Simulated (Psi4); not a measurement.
# CCSD(T)/def2-TZVPPD run of HNO (SMILES N=O)

What is the energy change on altering one bond length of HNO at CCSD(T)/def2-TZVPPD? 

Program for the calculation: Psi4 1.11.

## 1. The system as given

HNO has 3 atoms, charge 0, and is taken as a singlet. SMILES: `N=O`. The coordinates come from a PBE0-D4/def2-TZVP relaxation.

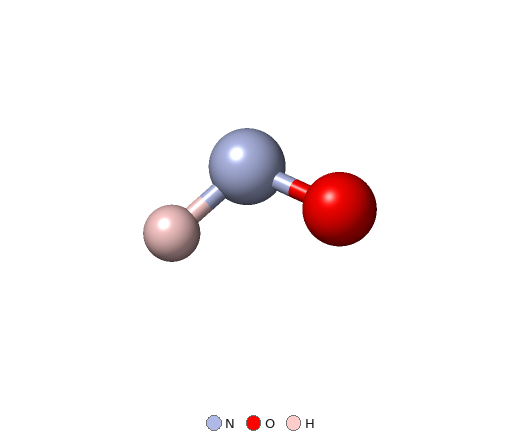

Viewed from a chosen angle; nitrogen light blue, oxygen red, hydrogen pink.

## 2. The energy at CCSD(T)/def2-TZVPPD

Contents of input.json:

```json
{
  "schema_name": "qcschema_input",
  "schema_version": 1,
  "molecule": {
    "schema_name": "qcschema_molecule",
    "schema_version": 2,
    "symbols": ["N", "O", "H"],
    "geometry": [-0.5361153, 0.59108743, -0.22140031, 1.42731014, 0.75059922, 0.86265998, -0.89119484, -1.34166775, -0.64127856],
    "molecular_charge": 0,
    "molecular_multiplicity": 1,
    "fix_symmetry": "c1",
    "fix_com": true,
    "fix_orientation": true
  },
  "driver": "energy",
  "model": {
    "method": "ccsd(t)",
    "basis": "def2-TZVPPD"
  },
  "keywords": {
    "puream": true,
    "e_convergence": 1e-09,
    "d_convergence": 1e-08,
    "scf_type": "pk",
    "num_frozen_docc": 2
  }
}
```

The run is started by

```sh
$ psi4 --qcschema input.json -n 1 --memory 2200MB
```

stdout:

```text
[...]
  Running in c1 symmetry.
[...]
  Nuclear repulsion =   30.697191757255840
[...]
  Multiplicity = 1
[...]
  Nalpha       = 8
  Nbeta        = 8
[...]
    Number of basis functions: 94
[...]
   @RHF iter   1:  -129.81248238142484   -6.35231e-01   2.88279e-03 ADIIS/DIIS
[...]
   @RHF iter  11:  -129.84559640341098   -1.73372e-11   6.21884e-09 DIIS
[...]
    Orbital Energies [Eh]
    ---------------------
    Doubly Occupied:
       1A    -20.652764     2A    -15.711355     3A     -1.544408
       4A     -0.987495     5A     -0.751452     6A     -0.671337
       7A     -0.605049     8A     -0.423456
[...]
  @RHF Final Energy:  -129.84559640341098
   => Energetics <=
    Nuclear Repulsion Energy =             30.6971917572558404
    One-Electron Energy =                -238.3909476293266891
    Two-Electron Energy =                  77.8481594686598726
    Total Energy =                       -129.8455964034109797
[...]
 Multipole Moments:
 ------------------------------------------------------------------------------------
     Multipole            Electronic (a.u.)      Nuclear  (a.u.)        Total (a.u.)
 ------------------------------------------------------------------------------------
 L = 1.  Multiply by 2.5417464519 to convert [e a0] to [Debye]
 Dipole X            :         -7.1036990            6.7744792           -0.3292198
 Dipole Y            :         -9.4309407            8.8007380           -0.6302027
 Dipole Z            :         -4.9629144            4.7101991           -0.2527153
 Magnitude           :                                                    0.7545900
[...]
      * MP2 total energy                      = -130.279506872085733
[...]
      * CCSD total energy                     = -130.286213834777044
[...]
      * CCSD(T) total energy                  = -130.305794920882818
[...]
```

The result, in JSON:

```text
{
 "driver": "energy",
 "model": {
  "method": "ccsd(t)",
  "basis": "def2-TZVPPD"
 },
 "success": true,
 "return_result": -130.30579492088282,
 "properties": {
  "calcinfo_nbasis": 94,
  "calcinfo_nmo": 94,
  "calcinfo_nalpha": 8,
  "calcinfo_nbeta": 8,
  "calcinfo_natom": 3,
  "nuclear_repulsion_energy": 30.69719175725584,
  "return_energy": -130.30579492088282,
  "scf_one_electron_energy": -238.3909476293267,
  "scf_two_electron_energy": 77.84815946865987,
  "scf_dipole_moment": [-0.32921977836171123, -0.630202650554704, -0.2527153123691992],
  "scf_total_energy": -129.84559640341098,
  "scf_iterations": 11,
  "mp2_same_spin_correlation_energy": -0.1077328138613019,
  "mp2_opposite_spin_correlation_energy": -0.32617765481256,
  "mp2_singles_energy": -2.231455566050361e-25,
  "mp2_doubles_energy": -0.4339104686738619,
  "mp2_correlation_energy": -0.4339104686738619,
  "mp2_total_energy": -130.27950687208573,
  "ccsd_same_spin_correlation_energy": -0.09250186987088188,
  "ccsd_opposite_spin_correlation_energy": -0.34811556149431305,
  "ccsd_singles_energy": 0.0,
  "ccsd_doubles_energy": -0.44061743136519493,
  "ccsd_correlation_energy": -0.4406174313651952,
  "ccsd_total_energy": -130.28621383477704,
  "ccsd_iterations": 18,
  "ccsd_prt_pr_correlation_energy": -0.46019851747096424,
  "ccsd_prt_pr_total_energy": -130.30579492088282
 }
}
```

Wall time 67 s (1 thread of Intel Xeon at 2.50GHz (Skylake/Cascade Lake), shared host); peak memory 1 GiB.

## 3. The distorted shape

Contents of job.py:

```python
import psi4

psi4.set_memory(2200000000)
psi4.set_num_threads(1)
psi4.set_output_file('run.log', False)

m = psi4.geometry("""
0 1
N     -0.227324     0.619652    -0.050496
O      0.811676     0.704062     0.523164
H     -0.471600    -0.709980    -0.339350
units angstrom
symmetry c1
no_reorient
no_com
""")

psi4.set_options({
    'basis': 'def2-TZVPPD',
    'reference': 'rhf',
    'puream': True,
    'e_convergence': 1e-09,
    'd_convergence': 1e-08,
    'scf_type': 'pk',
    'num_frozen_docc': 2,
})

energy_value = psi4.energy('ccsd(t)')
print(f'total energy {energy_value:.8f} hartree = {energy_value * 27.211386:.5f} eV')
```

The run is started by

```sh
$ python job.py
```

run.log:

```text
[...]
  Running in c1 symmetry.
[...]
  Nuclear repulsion =   29.605711767497866
[...]
  Multiplicity = 1
[...]
  Nalpha       = 8
  Nbeta        = 8
[...]
    Number of basis functions: 94
[...]
   @RHF iter   1:  -129.76198898653917   -7.53325e-01   3.13769e-03 ADIIS/DIIS
[...]
   @RHF iter  12:  -129.80139627105885   -1.07718e-11   6.52960e-09 DIIS
[...]
    Orbital Energies [Eh]
    ---------------------
    Doubly Occupied:
       1A    -20.671391     2A    -15.755110     3A     -1.554986
       4A     -0.948420     5A     -0.720963     6A     -0.679535
       7A     -0.618915     8A     -0.401775
[...]
  @RHF Final Energy:  -129.80139627105885
   => Energetics <=
    Nuclear Repulsion Energy =             29.6057117674978656
    One-Electron Energy =                -236.1120252040319656
    Two-Electron Energy =                  76.7049171654752655
    Total Energy =                       -129.8013962710588203
[...]
 Multipole Moments:
 ------------------------------------------------------------------------------------
     Multipole            Electronic (a.u.)      Nuclear  (a.u.)        Total (a.u.)
 ------------------------------------------------------------------------------------
 L = 1.  Multiply by 2.5417464519 to convert [e a0] to [Debye]
 Dipole X            :         -8.5981732            8.3725072           -0.2256661
 Dipole Y            :        -17.9167349           17.4990151           -0.4177198
 Dipole Z            :         -6.7713990            6.5998496           -0.1715494
 Magnitude           :                                                    0.5048209
[...]
      * MP2 total energy                      = -130.251006424977192
[...]
      * CCSD total energy                     = -130.257176449421280
[...]
      * CCSD(T) total energy                  = -130.280200528379993
```

The script printed:

```text
total energy -130.28020053 hartree = -3545.10482 eV
```

It took 69 s on 1 thread of Intel Xeon at 2.50GHz (Skylake/Cascade Lake), shared host; peak memory 1 GiB.

## 4. What came out

Level: CCSD(T)/def2-TZVPPD, 2 core orbitals frozen.

| quantity | value |
| --- | --- |
| first shape: total energy | -130.30579 Eh |
| first shape: HOMO energy (Hartree–Fock orbitals) | -11.52 eV |
| first shape: LUMO energy (Hartree–Fock orbitals) | 2.16 eV |
| first shape: HOMO–LUMO gap (Hartree–Fock orbitals) | 13.69 eV |
| first shape: correlation energy (2 core orbitals frozen) | -460.2 mEh |
| first shape: (T) correction | -19.58 mEh |
| first shape: T1 diagnostic | 0.016 |
| distorted shape: total energy | -130.28020 Eh |
| distorted shape: HOMO energy (Hartree–Fock orbitals) | -10.93 eV |
| distorted shape: LUMO energy (Hartree–Fock orbitals) | 2.01 eV |
| distorted shape: HOMO–LUMO gap (Hartree–Fock orbitals) | 12.95 eV |
| distorted shape: correlation energy (2 core orbitals frozen) | -478.8 mEh |
| distorted shape: (T) correction | -23.02 mEh |
| distorted shape: T1 diagnostic | 0.020 |
| energy change with the N1–H3 bond stretched from 1.063 to 1.382 Å | 0.696 eV |

What this shows: With the N1–H3 bond stretched from 1.063 to 1.382 Å the energy rises by 0.70 eV (67.2 kJ/mol). The first shape isn't relaxed at this level, so the change isn't measured from a minimum. The triples (first shape) make up 4.3 % of the correlation energy. The T1 diagnostic (distorted shape) of 0.020 is above the customary mark for such species, so a single reference may not serve. The triples (distorted shape) make up 4.8 % of the correlation energy.
